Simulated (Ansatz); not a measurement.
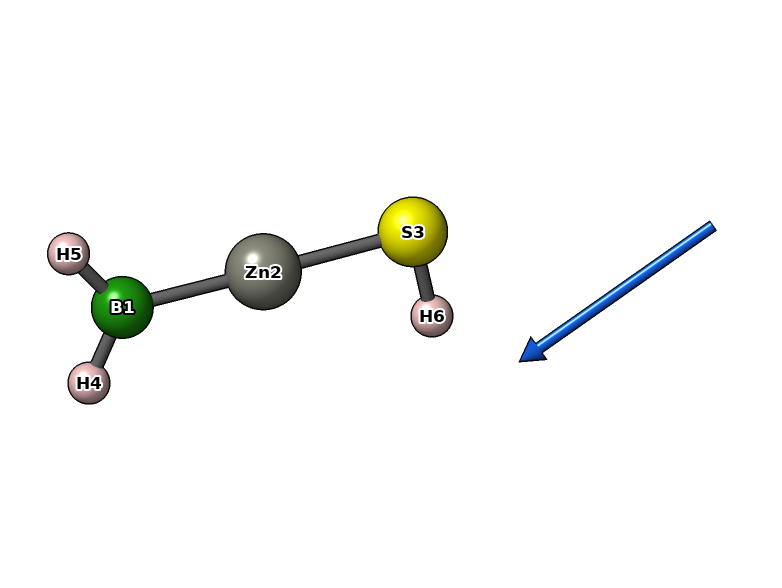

The arrow beside the molecule shows the direction of the dipole moment, from the negative to the positive end (its length means nothing). Computed geometry: PBE0-D4/def2-TZVP optimisation. No frequency run is at hand to confirm it as a minimum. Method: RKS PBE0-D4/def2-TZVP (Ansatz 0.2.0).

Estimate the dipole moment.

Answer. 1.76 D; it points from the side of S3 to the side of H4 (the outermost atoms at the two ends).
